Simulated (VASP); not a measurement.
Band structure of Nb$_{3}$Sn (space group Pm-3n). Level of theory: PBE GGA, VASP's PBE PAW potentials (set 64) (plane waves; VASP 6.6.1).

Unless said otherwise, spin-orbit coupling is left out, though it shifts the bands of the heavy elements here.

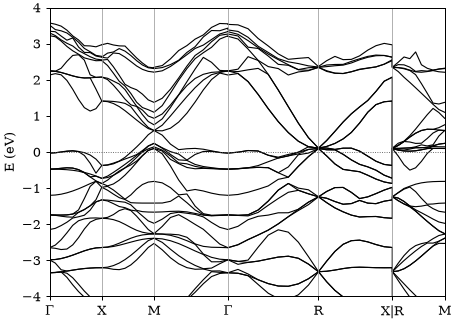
Figure: Bands along high-symmetry lines, zero at the valence-band maximum or, without a gap, the Fermi level

Q: Read the plot: is there a gap, and where are the band edges?

A: It has no gap at this level: it comes out as a metal or semimetal.

The structure comes from a computed database's Nb3Sn entry; how it stands against other phases isn't given here. The cell was not relaxed at this level.
